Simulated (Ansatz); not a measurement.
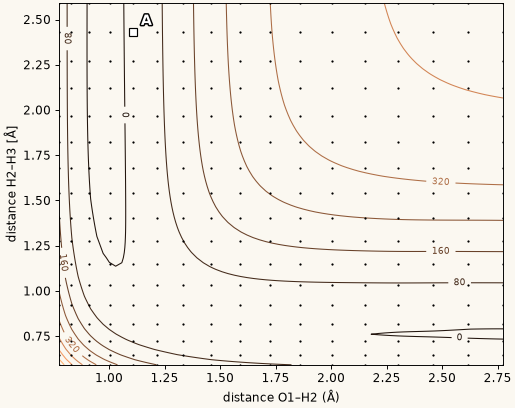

The system O + H₂, spin multiplicity 3. The first coordinate is: distance O1–H2; the second: distance H2–H3. Nothing is relaxed (the angle O1–H2–H3 is fixed at 180 degrees). The grid has 17 × 17 points. All energies are given in kJ/mol relative to O far from the relaxed HH (each part in its own basis). In part of the range the unrestricted reference is strongly spin-contaminated. All numbers below come from UKS PBE0-D4/def2-SVPD in Ansatz 0.2.0.

In the figure: contour lines labelled in kJ/mol, dots at the grid points, the point A. Between grid points the surface is interpolated.

> Which way does the force act at A, and how strong is it?

A, at distance O1–H2 = 1.106 Å, distance H2–H3 = 2.431 Å, is not a stationary point. The computed force is 400 kJ/mol for each Å towards smaller values of distance O1–H2 and nearly zero along distance H2–H3.
